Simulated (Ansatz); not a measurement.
# O2F (SMILES [O]OF) at U-r2SCAN/STO-3G

What is the energy change on altering one bond length of O2F at U-r2SCAN/STO-3G? 

Program for the calculation: Ansatz 0.2.0.

46 further runs of the same task are left out: 12 that didn't finish, 34 set aside as unsound or not needed.

**1. The system as given**

O2F: 3 atoms, total charge 0, spin state doublet. As SMILES, `[O]OF`. The coordinates come from a GFN2-xTB relaxation.

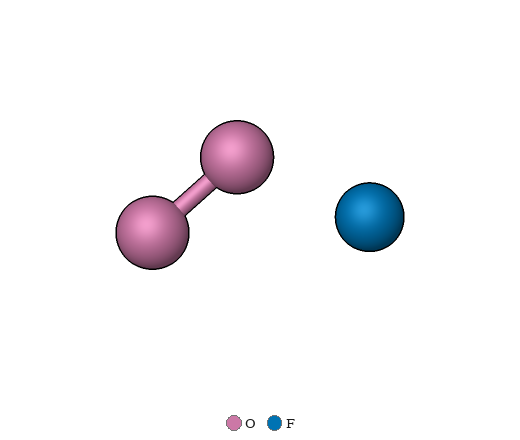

The structure, seen from a chosen angle (oxygen pink, fluorine blue).

**2. The energy at U-r2SCAN/STO-3G**

File input.yaml:

```yaml
basis:
  gaussian: {orbitals: STO-3G}
crystal:
  periodic: [false, false, false]
  atoms:
    - {symbol: O, position_ang: [0.949760, -0.292600, 0.491570]}
    - {symbol: O, position_ang: [0.124690, 0.486900, 0.122000]}
    - {symbol: F, position_ang: [-1.074440, -0.194290, -0.613560]}
magnetization: {spin_polarized: true, initial_magnetization: 1}
hamiltonian: {xc: r2scan}
accuracy: high
```

The run is started by

```console
$ ansatz run input.yaml --threads 1 --pin off --max-ram 2610MiB --events-out events.jsonl --progress --plain --runs-dir runs
```

Standard output:

```text
Warning: RAYON_NUM_THREADS=1 ignored (pool sized by the plan → 1); use --threads N
Functional definition: r2SCAN
  name "r2SCAN"
  parameter k0 = 0.174
  parameter k1 = 0.065
  parameter a1 = 4.9479
  exchange = r2scan_x(k0 = k0, k1 = k1, a1 = a1)
  correlation = r2scan_c
250 factors; integrals over basis functions are off by at most 3.6e-8 eV
mean field evaluation 1: about -6706.1301 eV, gradient 2.0e1 eV
mean field evaluation 2: about -6672.1965 eV, gradient 5.7e1 eV
mean field evaluation 4: about -6708.1553 eV, gradient 7.5e0 eV
mean field evaluation 8: about -6708.5777 eV, gradient 1.1e0 eV
mean field evaluation 16: about -6708.5317 eV, gradient 3.6e-4 eV
mean field -6708.53170402 eV, -246.5339929165 hartree, gradient 2.9e-8 eV, S^2 0.767805; 0 other end points of the search recorded, 0 dependent functions left out
reference -6708.53170414 eV, -246.5339929211 hartree; 13, 12 occupied and 2, 3 virtual orbitals, 250 factors
Total energy: -6708.53170414 eV, -246.5339929211 hartree
```

Wall time 3 s (1 thread of Arm Neoverse V2, shared host); peak memory 0.17 GiB.

**3. The distorted shape, same level**

File molecule.yaml:

```yaml
crystal:
  periodic: [false, false, false]
  atoms:
    - {symbol: O, position_ang: [1.156002, -0.487451, 0.583951]}
    - {symbol: O, position_ang: [0.124690, 0.486900, 0.122000]}
    - {symbol: F, position_ang: [-1.074440, -0.194290, -0.613560]}
basis:
  gaussian:
    orbitals: STO-3G
accuracy: high
hamiltonian:
  xc: {name: r2SCAN}
magnetization:
  spin_polarized: true
  initial_magnetization: 1
```

The run is started by

```console
$ ansatz run molecule.yaml --threads 1 --pin off --max-ram 2610MiB --events-out events.jsonl --progress --plain --runs-dir runs
```

Standard output, shortened:

```text
Warning: RAYON_NUM_THREADS=1 ignored (pool sized by the plan → 1); use --threads N
[... 7 set-up lines as earlier in the session ...]
250 factors; integrals over basis functions are off by at most 4.5e-8 eV
mean field evaluation 1: about -6704.8753 eV, gradient 2.5e1 eV
mean field evaluation 2: about -6621.4797 eV, gradient 7.5e1 eV
mean field evaluation 4: about -6689.0661 eV, gradient 4.8e1 eV
mean field evaluation 8: about -6708.5222 eV, gradient 9.5e-3 eV
mean field evaluation 16: about -6707.2719 eV, gradient 6.2e0 eV
mean field -6708.43800835 eV, -246.5305496642 hartree, gradient 2.5e-8 eV, S^2 0.760499; 2 other end points of the search recorded, 0 dependent functions left out
reference -6708.43800848 eV, -246.5305496690 hartree; 13, 12 occupied and 2, 3 virtual orbitals, 250 factors
Total energy: -6708.43800848 eV, -246.5305496690 hartree
```

It took 2.6 s on 1 thread of Arm Neoverse V2, shared host; peak memory 0.17 GiB.

**4. Outcome**

At U-r2SCAN/STO-3G:

| quantity | value |
| --- | --- |
| first shape: total energy | -246.53399 Eh |
| first shape: ⟨S²⟩ | 0.768 |
| distorted shape: total energy | -246.53055 Eh |
| distorted shape: ⟨S²⟩ | 0.760 |
| energy change with the O1–O2 bond stretched from 1.194 to 1.492 Å | 0.094 eV |

**Reading.** With the O1–O2 bond stretched from 1.194 to 1.492 Å the energy rises by 0.09 eV (2.2 kcal/mol). The first shape isn't relaxed at this level, so the change isn't measured from a minimum. The minimal basis adds a large error of its own.
